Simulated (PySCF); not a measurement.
# C3H4Cl, doublet, SMILES `[CH2]C(=C)Cl`: electronic structure

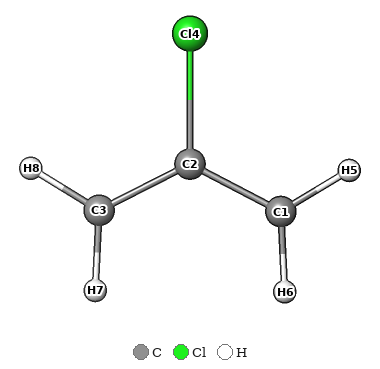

The molecule, with its atoms numbered as below. No frequency check shows the geometry to be a minimum.

Cartesian coordinates (Å):

```
C1       1.1027    1.2209    0.0000
C2       0.4773    0.0000    0.0000
C3       1.1039   -1.2203    0.0000
Cl4     -1.2678   -0.0003    0.0000
H5       0.5471    2.1390    0.0000
H6       2.1758    1.2732    0.0000
H7       2.1770   -1.2716    0.0000
H8       0.5491   -2.1389    0.0000
```

## 1. Bonding charge

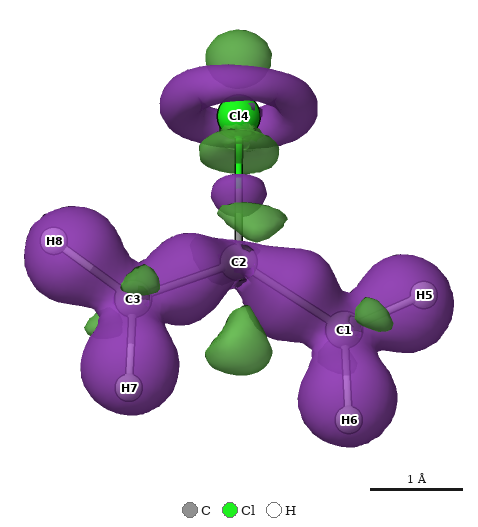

Deformation density (molecule less spherical, spin-averaged free atoms at the same positions), surfaces at ±0.1 e/Å³; purple: gain, green: loss.

Method: B3LYP/def2-SVPD; geometry: GFN2-xTB; program: PySCF. The stability of the open-shell solution wasn't checked. GFN2-xTB doesn't know the spin state, so this open-shell geometry is rough.

> How much density has each bond gained at its critical point, relative to the free atoms?

C1–H5 and C3–H8: +0.74 e/Å³ at the bond critical point (bond length 1.07 Å). C1–H6 and C3–H7: +0.72 e/Å³ at the bond critical point (bond length 1.07 Å). C1–C2 and C2–C3: +0.66 e/Å³ at the bond critical point (bond length 1.37 Å). C2–Cl4: +0.20 e/Å³ at the bond critical point (bond length 1.75 Å). In all, 1.8 electrons gather in the regions of gain relative to the promolecule.

> Where do the Hirshfeld charges lie?

The highest Hirshfeld charge is on H6 and H7 (+0.05 e), the lowest on C1 and C3 (−0.07 e).

## 2. Bond critical points

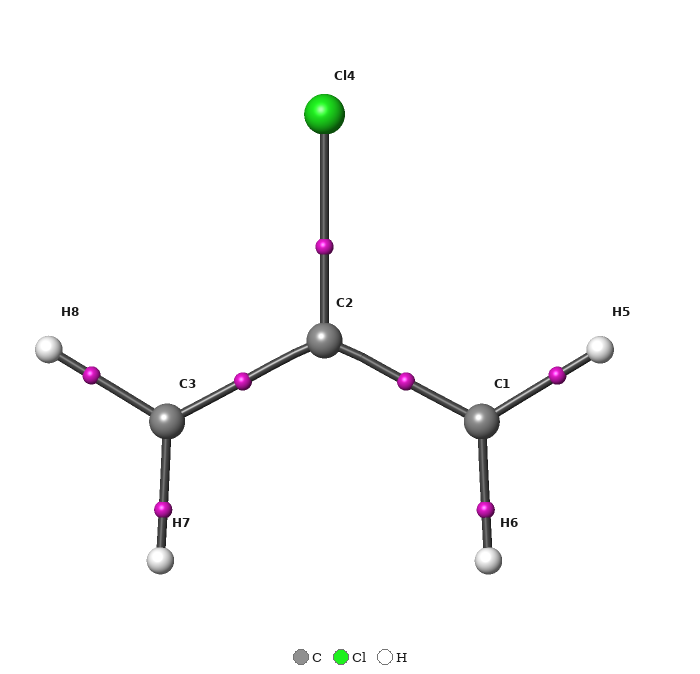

Molecular graph of the electron density (QTAIM): bond paths, bond critical points (magenta), ring points (cyan, if any); weak paths are dashed.

> How many critical points of each kind are there, and does the count close?

8 nuclei, 7 bond, 0 ring and 0 cage critical points: 8 − 7 + 0 − 0 = 1, as the Poincaré–Hopf relation requires.

> Give the properties at the bond critical points.

| bond | length (Å) | ρ (a.u.) | ∇²ρ (a.u.) | ε | H (a.u.) |
| --- | --- | --- | --- | --- | --- |
| C1–C2 (2 alike) | 1.372 | 0.321 | −0.85 | 0.27 | −0.321 |
| C1–H5 (2 alike) | 1.073 | 0.288 | −1.13 | 0.03 | −0.322 |
| C1–H6 (2 alike) | 1.074 | 0.286 | −1.10 | 0.03 | −0.317 |
| C2–Cl4 | 1.745 | 0.196 | −0.27 | 0.03 | −0.134 |

> What kind of interaction is C2–Cl4?

Shared-shell (covalent): ρ = 0.196, ∇²ρ = −0.27, H = −0.134 a.u.

## 3. Local ionisation energy

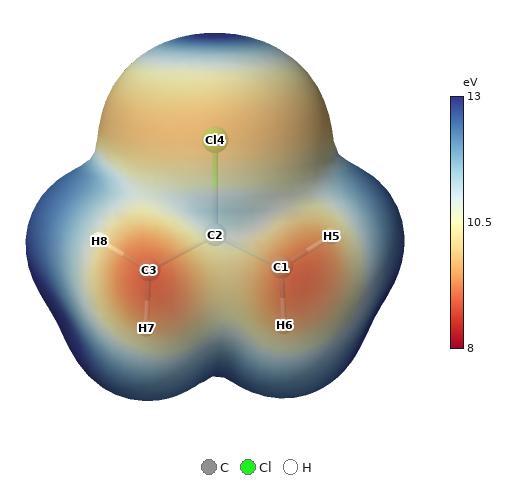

Average local ionisation energy on the surface of electron density 0.001 a.u.

> Locate the minima of the map.

The lowest value is 8.8 eV, off the molecular plane, over C1 (2.0 Å), and at like points elsewhere. Further minima include 9.7 eV, off the molecular plane, over Cl4 (2.1 Å), and at like points elsewhere. For comparison, the highest occupied orbital lies at −6.1 eV.

> What volume does the surface enclose, and what is the dipole moment?

About 99 Å³; the dipole moment is 1.7 D.

## 4. Spin density

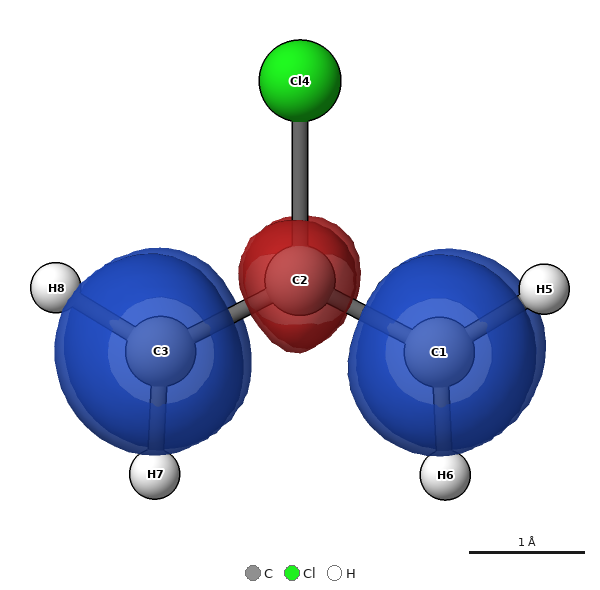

Spin density ρα − ρβ at ±0.03 e/Å³ (blue: excess α, red: excess β).

> Where is the unpaired spin?

Hirshfeld spin populations: C1 and C3 +0.45. Spin polarisation leaves negative spin on C2 (−0.02). ⟨S²⟩ = 0.78, against 0.75 for a pure state. The picture also shows regions of β spin from spin polarisation; the Hirshfeld sums, whose atoms overlap, net them against the α spin of neighbours.

## 5. In an electric field

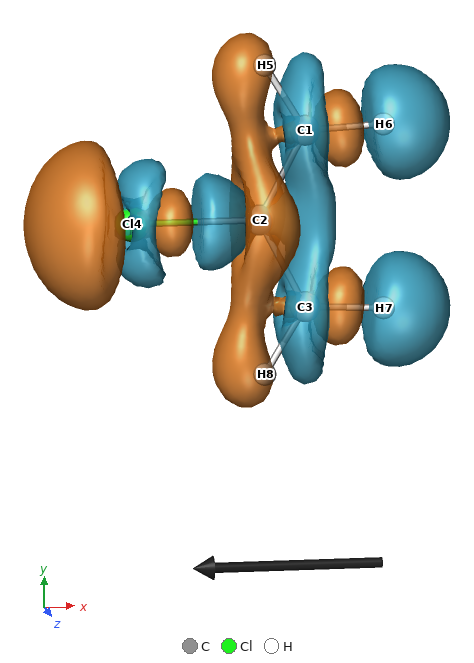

Change of the electron density in a uniform field of 0.26 V/Å along −x (arrow), surfaces at ±0.002 e/Å³ (light blue: gain, orange: loss).

PySCF calculation, TPSSh/6-311+G**, gas phase; geometry: GFN2-xTB. The basis has diffuse s and p functions alone, which still leaves polarisabilities too small, most of all across bonds. The stability of the open-shell solution wasn't checked. GFN2-xTB doesn't know the spin state, so this open-shell geometry is rough.

> How large is the response?

The induced dipole is 0.69 D (along the field); α along this axis, from the fields in both directions, is 54 bohr³ (8.1 Å³).

> Which atoms gain and lose the most charge?

Electrons gather most on H6 and H7 alike (Hirshfeld charge changes by −0.011 e) and leave Cl4 most (+0.027 e); 0.061 electrons are displaced in all.

## 6. Removing or adding an electron

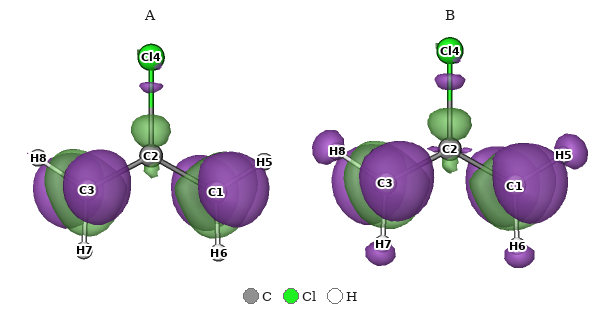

The two Fukui functions at ±0.04 e/Å³ (purple positive, green negative).

PySCF calculation, B3LYP/def2-SVPD, gas phase; geometry: GFN2-xTB. GFN2-xTB doesn't know the spin state, so this open-shell geometry is rough.

> Why do the two look alike?

The electron leaves from or enters the same singly occupied orbital. A is f⁺, B is f⁻. f⁻ (Hirshfeld-condensed) is largest on C1 and C3 (0.25 each) and Cl4 (0.14); the vertical ionisation energy is 8.54 eV (to the singlet cation, which needn't be its lowest state). f⁺ (Hirshfeld-condensed) is largest on C1 and C3 (0.23 each) and Cl4 (0.13); the vertical electron affinity is 0.76 eV (to the singlet anion, which needn't be its lowest state; the anion's highest orbital has positive energy, so this value and f⁺ depend on the basis).
